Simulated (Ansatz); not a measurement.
A computed series for hypothetical rock salt CrGe: pressure series

The reference is CrGe in the rock salt structure (space group Fm-3m, No. 225; a = 4.933 Å; ferromagnetic; a hypothetical phase, not in the database extracts checked).

Cell and atoms are relaxed at each pressure.

The values are results of PBEsol (Ansatz, a quantum-chemistry and plane-wave program, PAW, no SOC), not measurements.

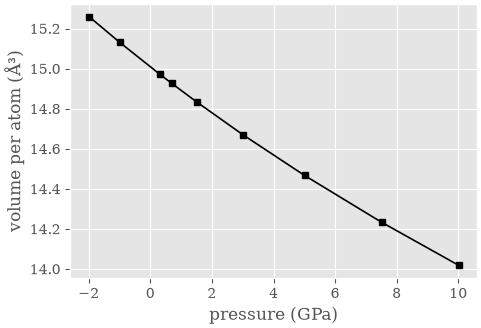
*Volume against pressure*

Q: Estimate the zero-pressure bulk modulus from the plot.

A: About 120 GPa; a third-order Birch–Murnaghan fit to the points gives V₀ = 15.01 Å³/atom, B₀ = 125 GPa and B₀′ = 4.7.

Other magnetic orders, which the real material may have, were not ruled out. Load acts through the strain it causes; cell and atoms are relaxed under it. Stability against distortions was not tested. Competing high-pressure phases were not computed.
